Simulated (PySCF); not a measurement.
# One shape, several levels: AlSiH4Cl (SMILES [SiH3][AlH][Cl])

Wanted: a comparison of 3 runs (HF/6-31G**, HF/def2-SVP, CAM-B3LYP/def2-SVP) of AlSiH4Cl. 

The results are computed with PySCF 2.14.0.

2 further runs of the same task are left out: 2 that didn't finish.

## 1. The system as given

AlSiH4Cl: 7 atoms, total charge 0, spin state singlet. As SMILES, `[SiH3][AlH][Cl]`. Geometry: relaxed at PBE0-D4/def2-TZVP.

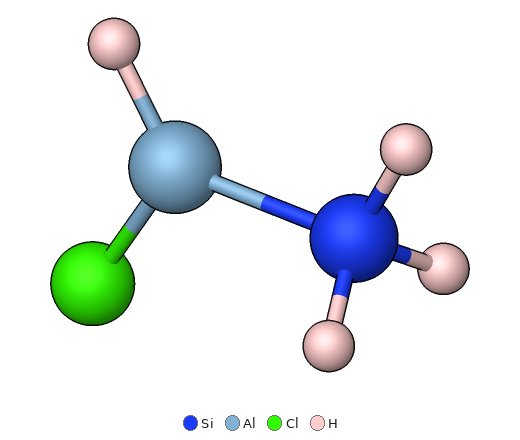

Viewed from a chosen angle; silicon blue, aluminium light blue, chlorine green, hydrogen pink.

## 2. Energy and forces at HF/6-31G(d,p) (spherical functions) (run 1)

input.py

```python
from pyscf import gto, scf

mol = gto.M(
    atom='''
Si  -0.861200   0.582500  -0.311200
Al   1.094800  -0.612400   0.543100
Cl   1.783400  -2.223100  -0.622900
H   -2.012700  -0.351800  -0.455300
H   -0.567600   1.154700  -1.655100
H   -1.276600   1.696100   0.586300
H    1.901100  -0.314000   1.869500
''',
    verbose=4,
    charge=0,
    max_memory=1860,
    basis='6-31g**',
)

mf = scf.RHF(mol)
mf.conv_tol = 1e-10
mf.kernel()
if not mf.converged:
    mf = mf.newton().run(mf.mo_coeff, mf.mo_occ)

e_final = mf.e_tot
print(f'total energy: {e_final:.8f} hartree')
grad = mf.nuc_grad_method().kernel()
dip = mf.dip_moment()
pop, q = mf.mulliken_pop()
```

The run is started by

```
$ OMP_NUM_THREADS=1 python input.py
```

Output:

```text
PySCF version 2.14.0

[... 61 lines left out ...]
converged SCF energy = -992.691968399126
total energy: -992.69196840 hartree
[... 13 lines left out ...]
Dipole moment(X, Y, Z, Debye): -0.56263,  1.38539,  1.03938
[... 82 lines left out ...]
charge of    6H =     -0.16224
```

It took 29 s on 1 thread of Intel Xeon at 2.50GHz (Skylake/Cascade Lake), shared host; peak memory 0.14 GiB.

## 3. Energy and gradient at HF/def2-SVP (run 2)

calc.py

```python
from pyscf import gto

mol = gto.M(
    atom=[
    ('Si', (-0.861200, 0.582500, -0.311200)),
    ('Al', (1.094800, -0.612400, 0.543100)),
    ('Cl', (1.783400, -2.223100, -0.622900)),
    ('H', (-2.012700, -0.351800, -0.455300)),
    ('H', (-0.567600, 1.154700, -1.655100)),
    ('H', (-1.276600, 1.696100, 0.586300)),
    ('H', (1.901100, -0.314000, 1.869500)),
],
    spin=0,
    basis='def2-svp',
    max_memory=1860,
    verbose=4,
    charge=0,
)

mf = mol.RHF()
mf.conv_tol = 1e-10
mf.kernel()
if not mf.converged:
    mf = mf.newton().run(mf.mo_coeff, mf.mo_occ)

e_final = mf.e_tot
print(f'total energy: {e_final:.8f} hartree')
grad = mf.nuc_grad_method().kernel()
mf.analyze()
```

The run is started by

```
$ OMP_NUM_THREADS=1 python calc.py
```

Output:

```text
PySCF version 2.14.0

[... 60 lines left out ...]
total energy: -992.42642165 hartree
[... 25 lines left out ...]
MO #4   energy= -10.5396445669307  occ= 2
[... 9 lines left out ...]
MO #14  energy= -3.24303344967543  occ= 2
[... 9 lines left out ...]
MO #24  energy= -0.382674340595802 occ= 2
[... 9 lines left out ...]
MO #34  energy= 0.434018934458334  occ= 0
[... 9 lines left out ...]
MO #44  energy= 0.71426749096933   occ= 0
[... 9 lines left out ...]
MO #54  energy= 1.08132574230738   occ= 0
[... 9 lines left out ...]
MO #64  energy= 1.7508887407633    occ= 0
[... 9 lines left out ...]
MO #74  energy= 2.47783281087635   occ= 0
[... 84 lines left out ...]
Dipole moment(X, Y, Z, Debye): -0.36643,  1.02092,  0.82381
```

It took 10 s on 1 thread of Intel Xeon at 2.50GHz (Skylake/Cascade Lake), shared host; peak memory 0.15 GiB.

## 4. Energy and gradient at CAM-B3LYP/def2-SVP (run 3)

calc.py

```python
# [SiH3][AlH][Cl]
from pyscf import gto, dft

molecule = gto.M(
    atom='''
Si  -0.861200   0.582500  -0.311200
Al   1.094800  -0.612400   0.543100
Cl   1.783400  -2.223100  -0.622900
H   -2.012700  -0.351800  -0.455300
H   -0.567600   1.154700  -1.655100
H   -1.276600   1.696100   0.586300
H    1.901100  -0.314000   1.869500
''',
    spin=0,
    basis='def2-svp',
    charge=0,
    verbose=4,
    max_memory=1860,
)

calc0 = dft.RKS(molecule, xc='cam-b3lyp')
calc0.conv_tol = 1e-10
calc0.grids.level = 5
calc0.kernel()
if not calc0.converged:
    calc0 = calc0.newton().run(calc0.mo_coeff, calc0.mo_occ)

energy = calc0.e_tot
print(f'total energy: {energy:.8f} hartree')
grad = calc0.nuc_grad_method().kernel()
calc0.analyze()
```

The run is started by

```
$ OMP_NUM_THREADS=1 python calc.py
```

Output:

```text
PySCF version 2.14.0

[... 74 lines left out ...]
total energy: -994.27857143 hartree
[... 26 lines left out ...]
MO #4   energy= -9.51450664339526  occ= 2
[... 9 lines left out ...]
MO #14  energy= -2.79901568914306  occ= 2
[... 9 lines left out ...]
MO #24  energy= -0.330874273640029 occ= 2
[... 9 lines left out ...]
MO #34  energy= 0.326137937734584  occ= 0
[... 9 lines left out ...]
MO #44  energy= 0.57569233173365   occ= 0
[... 9 lines left out ...]
MO #54  energy= 0.897044574082456  occ= 0
[... 9 lines left out ...]
MO #64  energy= 1.55809043861073   occ= 0
[... 9 lines left out ...]
MO #74  energy= 2.24894807643612   occ= 0
[... 84 lines left out ...]
Dipole moment(X, Y, Z, Debye): -0.34475,  0.86125,  0.65214
```

Wall time 81 s (1 thread of Intel Xeon at 2.50GHz (Skylake/Cascade Lake), shared host); peak memory 0.72 GiB.

## 5. The series

| run | level | integration grid | energy (Eh) | dipole moment (D) | HOMO energy (eV) | LUMO energy (eV) | wall time |
| --- | --- | --- | --- | --- | --- | --- | --- |
| 1 | HF/6-31G** (spherical functions) | – | -992.691968 | 1.82 | -10.40 | 0.76 | 29 s |
| 2 | HF/def2-SVP | – | -992.426422 | 1.36 | -10.41 | 0.86 | 10 s |
| 3 | CAM-B3LYP/def2-SVP | 5 | -994.278571 | 1.13 | -9.00 | -0.92 | 81 s |

## 6. Results

| quantity | value |
| --- | --- |
| run 3: total energy | -994.27857 Eh |
| run 3: dipole moment | 1.13 D |
| run 3: HOMO energy | -9.00 eV |
| run 3: LUMO energy | -0.92 eV |
| run 3: HOMO–LUMO gap | 8.08 eV |
| run 3: largest force on an atom | 0.098 eV/Å |

In words: The dipole moment (its size) runs from 1.13 D (CAM-B3LYP/def2-SVP) to 1.82 D (HF/6-31G**). The two ends differ in method and basis. The HOMO–LUMO gap runs from 8.08 eV (CAM-B3LYP/def2-SVP) to 11.28 eV (HF/def2-SVP). Exact exchange widens orbital gaps. All runs together took 2 min, the longest 81 s.
